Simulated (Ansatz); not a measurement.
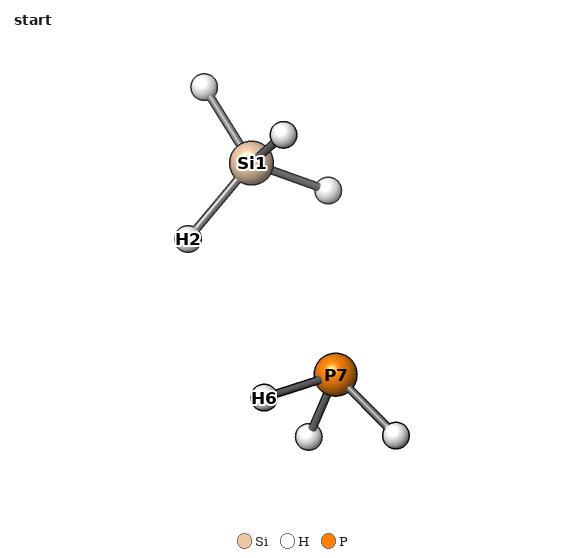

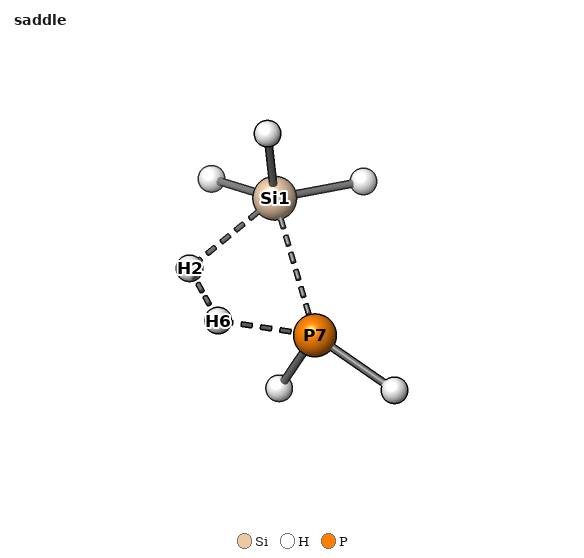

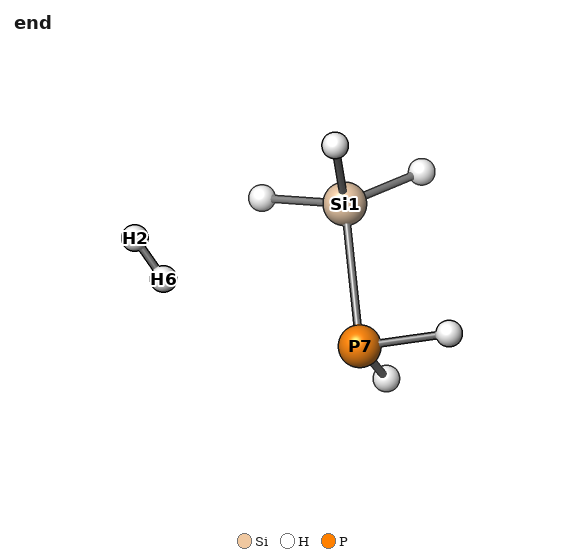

A saddle point and the two end points reached downhill from it. Broken sticks mark bonds that form or break. The species is neutral and a spin singlet. Geometries: PBE0-D4/def2-TZVP; all other levels are single points on them, and energies count from the start as drawn. Program: Ansatz 0.2.0. In CBS estimates cores are frozen, and CCSD(T) − MP2 is taken in the smaller basis.

### Which bonds form and which break from start to end?

Formed: Si1–P7, H2–H6; broken: Si1–H2, H6–P7. At the saddle point Si1···P7 is 2.38 Å, H2···H6 is 1.20 Å, Si1···H2 is 1.81 Å, H6···P7 is 1.55 Å.

Give the electronic barrier and the reaction energy from start to end in kcal/mol (no zero-point energy) with CCSD(T)/CBS (MP2 limit from def2-TZVPP and def2-QZVPP plus CCSD(T) − MP2); PBE-D4/STO-3G.

```tsv
level	barrier	reaction energy
CCSD(T)/CBS (MP2 limit from def2-TZVPP and def2-QZVPP plus CCSD(T) − MP2)	63.1	+0.8
PBE-D4/STO-3G	77.9	−1.6
```
